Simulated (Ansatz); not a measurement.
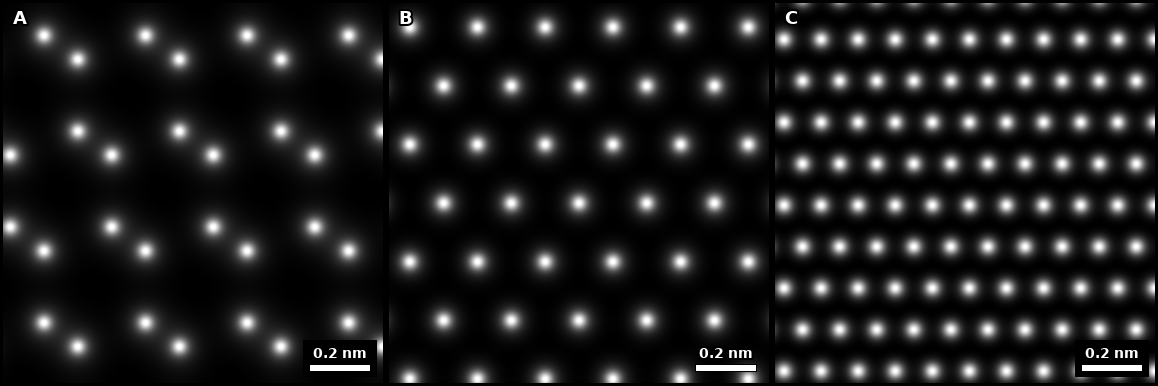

Three views of Ge (Fd-3m, No. 227) along different zone axes. Computed as the sum of neutral-atom potentials (tabulated electron scattering factors, B = 0.5 Å²) projected along the beam and smoothed by 0.25 Å; brighter is more positive. Structure used: the input geometry of an electronic-structure calculation (not necessarily at equilibrium).

```
Ge
1.0
     5.67350    0.00000    0.00000
     0.00000    5.67350    0.00000
     0.00000    0.00000    5.67350
Ge
8
Direct
  0.50000 0.00000 0.50000
  0.25000 0.25000 0.25000
  0.50000 0.50000 0.00000
  0.25000 0.75000 0.75000
  0.00000 0.00000 0.00000
  0.75000 0.25000 0.75000
  0.00000 0.50000 0.50000
  0.75000 0.75000 0.25000
```

**Match the panels to the zone axes [110], [111] and [210].**

A is [110]: projected cell 3.47 × 3.47 Å, 109°, plane group c2mm. B is [111]: projected cell 2.32 × 2.32 Å, 120°, plane group p6mm. C is [210]: projected cell 1.27 × 1.55 Å, 114°, plane group c2mm.
